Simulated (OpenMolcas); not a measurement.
**CH6BeSi (BeMe(SiH3)) in OpenMolcas**

Aim: the charge distribution of CH6BeSi (BeMe(SiH3)).

The calculation is run with OpenMolcas 26.06.

**1. The molecule**

CH6BeSi: 9 atoms, total charge 0, spin state singlet. As SMILES, `[CH3][Be][SiH3]`. Geometry: a GFN2-xTB relaxation, a rough one for these elements and not checked as a minimum.

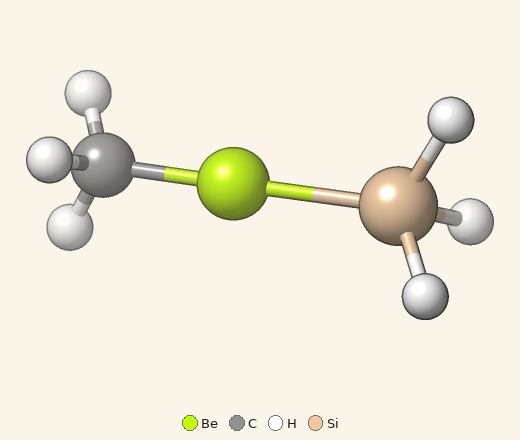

Viewed from a chosen angle; beryllium green, carbon grey, hydrogen white, silicon light orange.

**2. The job**

The input, geom.xyz:

```xyz
9

Be     0.013050     0.014210     0.272500
C     -0.001980    -0.014920     2.002180
H     -0.985360    -0.211850     2.434710
H      0.320600     0.912630     2.478250
H      0.641730    -0.780540     2.440950
Si     0.006760     0.021540    -1.907430
H      1.266520     0.374780    -2.584770
H     -0.939390     0.937910    -2.567930
H     -0.321930    -1.253750    -2.568460
```

The input, run.inp:

```
* CH6BeSi Hartree-Fock

&GATEWAY
  Coord=geom.xyz
  Basis=aug-pc-1
  Group=NoSym
  RF-Input
  PCM-Model
  Solvent=dmso-d6
  Conductor
  End of RF-Input

&SEWARD

&SCF
  PrOrbitals=1 1

&LOCALISATION
  Boys
```

Run with:

```bash
$ export MOLCAS_MEM=1860
$ pymolcas run.inp > run.log
```

The program printed:

```text
--- Start Module: gateway ---

                                              &GATEWAY

                       available to each process: 1.9 GB of memory, 1 thread

  Unrecognized solvent: dmso-d6
 Allowed solvents are:
 WATER
 ACETONITRILE
 METHANOL
 ETHANOL
 ISOQUINOLINE
 QUINOLINE
 CHLOROFORM
 ETHYLETHER
 METHYLENECHLORIDE
 DICHLOROETHANE
 CARBONTETRACHLORIDE
 BENZENE
 TOLUENE
 CHLOROBENZENE
 NITROMETHANE
 HEPTANE
 CYCLOHEXANE
 ANILINE
 ACETONE
 TETRAHYDROFURAN
 DIMETHYLSULFOXIDE
 ARGON
 KRYPTON
 XENON

--- Stop Module: gateway /rc=-6 ---

.########################.
.# Non-zero return code #.
.########################.

    Timing: Wall=0.05 User=0.04 System=0.01
```

Run time: 0.28 s. Hardware: 1 thread of Arm Neoverse V1, shared host.

**3. Diagnosis**

The run ended with an error.

The log says `Unrecognized solvent: dmso-d6`. What is wrong: the input names a solvent that the program doesn't know.
